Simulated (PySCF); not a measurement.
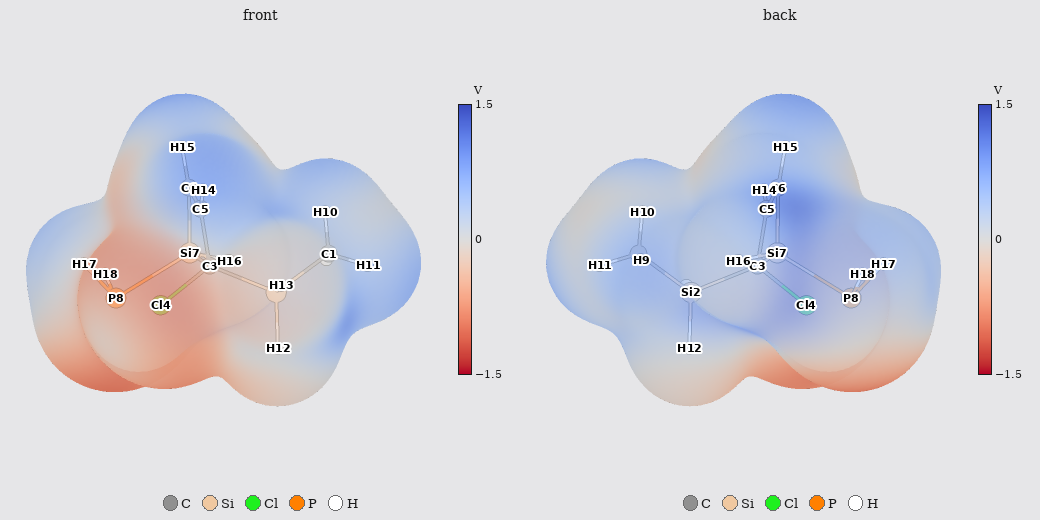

Figure. C₄H₁₀ClPSi₂. The molecular electrostatic potential painted on the density surface at 0.001 e/bohr³, seen from the front and from behind; the colour scale runs from red (negative) to blue (positive).

Geometry: GFN2-xTB.

Method: PBE0/pcSseg-1, SCF density, gas phase, non-relativistic in PySCF.

| atom | x (Å) | y (Å) | z (Å) |
| --- | --- | --- | --- |
| C | 2.5463 | 0.3819 | -0.6369 |
| Si | 1.4948 | -1.1944 | -0.5771 |
| C | -0.1909 | -0.7378 | 0.1827 |
| Cl | -1.1856 | -2.2499 | 0.1631 |
| C | -0.1546 | -0.1455 | 1.5504 |
| C | -0.7713 | 1.0367 | 1.4582 |
| Si | -1.2616 | 0.8013 | -0.3578 |
| P | -3.2688 | 0.0008 | -0.9178 |
| H | 2.1052 | 1.1252 | -1.2941 |
| H | 2.6436 | 0.8307 | 0.3473 |
| H | 3.5453 | 0.1693 | -1.0029 |
| H | 1.2459 | -1.7258 | -1.9182 |
| H | 2.1260 | -2.2060 | 0.2765 |
| H | 0.2957 | -0.6158 | 2.4109 |
| H | -0.8916 | 1.7721 | 2.2370 |
| H | -0.7191 | 1.7375 | -1.3481 |
| H | -3.6913 | -0.2200 | 0.3823 |
| H | -3.8768 | 1.2459 | -0.9672 |

Q: Where is the surface potential most negative and most positive?

A: The most negative region (about −1.0 V) lies over Cl4 and P8, the most positive (about +1.0 V) over Si7.

Q: What dipole moment does the calculation give?

A: Its dipole moment is 2.88 D.
